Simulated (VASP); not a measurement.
Band structure of Pt3Ti (L1_2). Calculation: PBE GGA with D3 dispersion (Becke-Johnson damping), VASP's PBE PAW potentials (set 64) (plane waves; VASP 6.6.1).

Unless said otherwise, spin-orbit coupling is left out, though it shifts the bands of the heavy elements here.

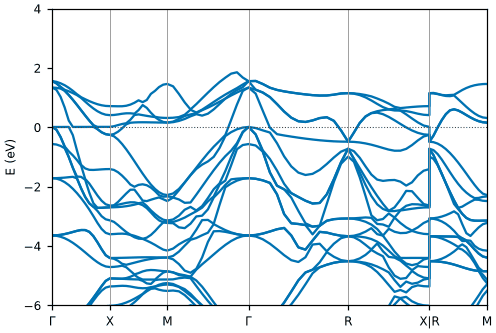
Bands along high-symmetry lines, zero at the valence-band maximum or, without a gap, the Fermi level

Problem. Read the plot: is there a gap, and where are the band edges?

Solution. It has no gap at this level: it comes out as a metal or semimetal. (Edges off the drawn lines would not show.)

The compound is Pt3Ti in the L1_2 structure. It was relaxed first.
